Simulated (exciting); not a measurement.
**LuAgO2: the O K edge from the Bethe–Salpeter equation**

Wanted: the near-edge spectrum and the bound core excitons at the O K edge of LuAgO2.

Method: X-ray absorption, core-level Bethe-Salpeter equation, exchange and statically screened direct term, Tamm-Dancoff, all-electron LAPW+lo LDA, in exciting sodium.

**1. Starting point**

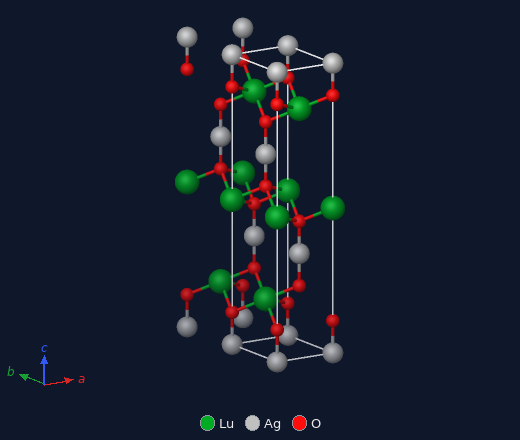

The starting structure, seen from a free direction (lutetium green, silver light grey, oxygen red). 1×2×1 cells are drawn. This picture shows the conventional cell, with its axes. Some periodic images of atoms are drawn too.

Coordinates:

```xyz
4
Lattice="1.6868 0.9739 6.1966 -1.6868 0.9739 6.1966 0.0000 -1.9478 6.1966" Properties=species:S:1:pos:R:3 pbc="T T T"
Lu    0.0000    0.0000    9.2949
Ag    0.0000    0.0000    0.0000
O     0.0000    0.0000    2.0653
O     0.0000    0.0000   16.5246
```

Differences between curves are given as r.m.s. difference over r.m.s. height.

**2. The self-consistent potential**

The species files are the program's own, with muffin-tin radii set in the input.

File input.xml:

```
<input>
  <title>LuAgO2</title>
  <structure speciespath="." autormt="false" epslat="1.0e-5">
    <crystal>
      <basevect>3.1875940742 1.8403582969 11.7099353887</basevect>
      <basevect>-3.1875940742 1.8403582969 11.7099353887</basevect>
      <basevect>0.0000000000 -3.6807165936 11.7099353887</basevect>
    </crystal>
    <species speciesfile="Lu.xml" rmt="2.300">
      <atom coord="0.5000000000 0.5000000000 0.5000000000"/>
    </species>
    <species speciesfile="Ag.xml" rmt="2.195">
      <atom coord="0.0000000000 0.0000000000 0.0000000000"/>
    </species>
    <species speciesfile="O.xml" rmt="1.591">
      <atom coord="0.1111002600 0.1111002600 0.1111002600"/>
      <atom coord="0.8888997400 0.8888997400 0.8888997400"/>
    </species>
  </structure>
  <groundstate do="fromscratch" xctype="LDA_PW" ngridk="4 4 4" rgkmax="7" gmaxvr="14" nempty="8" swidth="0.001" maxscl="100" epsengy="1e-5"/>
</input>
```

Launch:

```
> OMP_NUM_THREADS=1 mpirun -n 2 exciting
```

Output:

```text
EXCITING SODIUM started
********************************************************************************
* Ground-state run starting from atomic densities                              *
********************************************************************************
+ Starting initialization                                                      +
 Lattice vectors (cartesian) :
      3.1875940742      1.8403582969     11.7099353887
     -3.1875940742      1.8403582969     11.7099353887
      0.0000000000     -3.6807165936     11.7099353887
 Reciprocal lattice vectors (cartesian) :
      0.9855686077      0.5690183009      0.1788562475
     -0.9855686077      0.5690183009      0.1788562475
      0.0000000000     -1.1380366019      0.1788562475
 Unit cell volume                           :     412.1650318682
 Brillouin zone volume                      :       0.6018225571
 Species :    1 (Lu)
     parameters loaded from                 :    Lu.xml
     name                                   :    lutetium
     nuclear charge                         :     -71.00000000
     electronic charge                      :      71.00000000
     atomic mass                            :  318945.32950000
     muffin-tin radius                      :       2.30000000
     # of radial points in muffin-tin       :     600
     atomic positions (lattice) :
       1 :   0.00000000  0.00000000  0.00000000
 Species :    2 (Ag)
     parameters loaded from                 :    Ag.xml
     name                                   :    silver
     nuclear charge                         :     -47.00000000
     electronic charge                      :      47.00000000
     atomic mass                            :  196631.69970000
     muffin-tin radius                      :       2.19500000
     # of radial points in muffin-tin       :     400
     atomic positions (lattice) :
       1 :   0.50000000  0.50000000  0.50000000
 Species :    3 (O)
     parameters loaded from                 :    O.xml
     name                                   :    oxygen
     nuclear charge                         :      -8.00000000
     electronic charge                      :       8.00000000
     atomic mass                            :   29165.12203000
     muffin-tin radius                      :       1.59100000
     # of radial points in muffin-tin       :     250
     atomic positions (lattice) :
       1 :   0.61110026  0.61110026  0.61110026
       2 :   0.38889974  0.38889974  0.38889974
 Total number of atoms per unit cell        :       4
 Spin treatment                             :    spin-unpolarised
 Number of Bravais lattice symmetries       :      12
 Number of crystal symmetries               :      12
 k-point grid                               :       4    4    4
 Total number of k-points                   :      13
 k-point set is reduced with crystal symmetries
 R^MT_min * |G+k|_max (rgkmax)              :       7.00000000
 Species with R^MT_min                      :       3 (O)
 Maximum |G+k| for APW functions            :       4.39974859
 Maximum |G| for potential and density      :      14.00000000
 G-vector grid sizes                        :      60    60    60
 Total number of G-vectors                  :   19133
 Maximum angular momentum used for
     APW functions                          :       8
     computing H and O matrix elements      :       8
     potential and density                  :       8
     inner part of muffin-tin               :       2
 Total nuclear charge                       :    -134.00000000
 Total electronic charge                    :     134.00000000
 Total core charge                          :      78.00000000
 Total valence charge                       :      56.00000000
 Number of empty states                     :       8
 Total number of valence states             :      37
 Maximum Hamiltonian size                   :     652
 Maximum number of plane-waves              :     611
 Total number of local-orbitals             :      41
 Exchange-correlation type                  :       3
     Perdew-Wang, Phys. Rev. B 45, 13244 (1992)
 Smearing scheme                            :    Gaussian
 Smearing width                             :       0.00100000
 Using multisecant Broyden potential mixing
+ Ending initialization                                                        +
********************************************************************************
* Groundstate module started                                                   *
********************************************************************************
 Output level for this task is set to normal
+ Self-consistent loop started                                                 +
 Density and potential initialised from atomic data
+ SCF iteration number :    1                                                  +
 Total energy                               :    -20017.77547765
 _______________________________________________________________
 Fermi energy                               :         0.24909898
 Kinetic energy                             :     21956.67972663
 Coulomb energy                             :    -41520.21013864
 Exchange energy                            :      -441.33045361
 Correlation energy                         :       -12.91461204
 DOS at Fermi energy (states/Ha/cell)       :         0.00000000
 Electron charges :
     core                                   :        78.00000000
     core leakage                           :         0.00002799
     valence                                :        56.00000000
     interstitial                           :         5.86634602
     charge in muffin-tin spheres :
                  atom     1    Lu          :        68.15880043
                  atom     2    Ag          :        44.47663547
                  atom     3     O          :         7.74910904
                  atom     4     O          :         7.74910904
     total charge in muffin-tins            :       128.13365398
     total charge                           :       134.00000000
 Estimated fundamental gap                  :         0.03306381
        valence-band maximum at    3      0.5000  0.0000  0.0000
     conduction-band minimum at    1      0.0000  0.0000  0.0000
[... further iterations ...]
| Convergence targets achieved. Performing final SCF iteration                 +
 Total energy                               :    -20034.58321580
 _______________________________________________________________
 Fermi energy                               :         0.22976501
 Kinetic energy                             :     21946.01757908
 Coulomb energy                             :    -41526.43359524
 Exchange energy                            :      -441.26428634
 Correlation energy                         :       -12.90291331
 DOS at Fermi energy (states/Ha/cell)       :         0.00000000
 Electron charges :
     core                                   :        78.00000000
     core leakage                           :         0.00002722
     valence                                :        56.00000000
     interstitial                           :         6.40241482
     charge in muffin-tin spheres :
                  atom     1    Lu          :        68.38458785
                  atom     2    Ag          :        44.93250521
                  atom     3     O          :         7.14024606
                  atom     4     O          :         7.14024606
     total charge in muffin-tins            :       127.59758518
     total charge                           :       134.00000000
 Estimated fundamental gap                  :         0.07637557
        valence-band maximum at    3      0.5000  0.0000  0.0000
     conduction-band minimum at    1      0.0000  0.0000  0.0000
+ Self-consistent loop stopped                                                 +
 STATE.OUT is written
********************************************************************************
* Groundstate module stopped                                                   *
********************************************************************************
 Total time spent (seconds)                 :        78.89
- CAUTION! Warnings have been written in file WARNING.OUT !                    -
| EXCITING SODIUM stopped                                                      =
```

It took 80 s on 2 MPI ranks of Arm Neoverse V2, shared host.

The warnings file holds hints only, no warning.

The mesh shows a gap of 2.08 eV. Core levels (Dirac, from the valence top):

```
atom  level  energy (eV)
   O  1s1/2       -500.7
```

**3. A richer basis for the empty states**

Each species file gets more local orbitals, built from u and its energy derivative at 0.15 Ha and u at 0.9 Ha.

input.xml is that of step 2.

File SPECIES.xml, added lines:

```
<lo l="L">  <!-- L = 0, 1, 2, and 3 from Cs on -->
  <wf matchingOrder="0" trialEnergy="0.1500" searchE="false"/>
  <wf matchingOrder="1" trialEnergy="0.1500" searchE="false"/>
  <wf matchingOrder="0" trialEnergy="0.9000" searchE="false"/>
</lo>
```

Launch:

```
> OMP_NUM_THREADS=1 mpirun -n 2 exciting
```

Output:

```text
EXCITING SODIUM started
********************************************************************************
* Ground-state run starting from atomic densities                              *
********************************************************************************
+ Starting initialization                                                      +
[... lattice and species ...]
 Spin treatment                             :    spin-unpolarised
 Number of Bravais lattice symmetries       :      12
[...]
+ Self-consistent loop stopped                                                 +
 STATE.OUT is written
********************************************************************************
* Groundstate module stopped                                                   *
********************************************************************************
 Total time spent (seconds)                 :        86.36
- CAUTION! Warnings have been written in file WARNING.OUT !                    -
| EXCITING SODIUM stopped                                                      =
[key lines of the parts left out:]
Total energy                               :    -20034.58477520
Fermi energy                               :         0.23031717
```

The job ended after 87 s (2 MPI ranks).

Against the first ground state the total energy moves by -11 meV an atom and the gap by 0.00 eV.

(Part 1 of 2 ends here.)

[Banner, clock and machine lines of the logs are left out without a mark of their own.]

[Logs are printed without paths, hosts, clocks, repeated set-up lines and the standing remarks that a program may print on its own settings, such as how far it seeks lower states.]

[Hosts, paths, dates, database ids (printed as entryN), source tags and the programs' standing remarks are cut or masked in the printed files.]
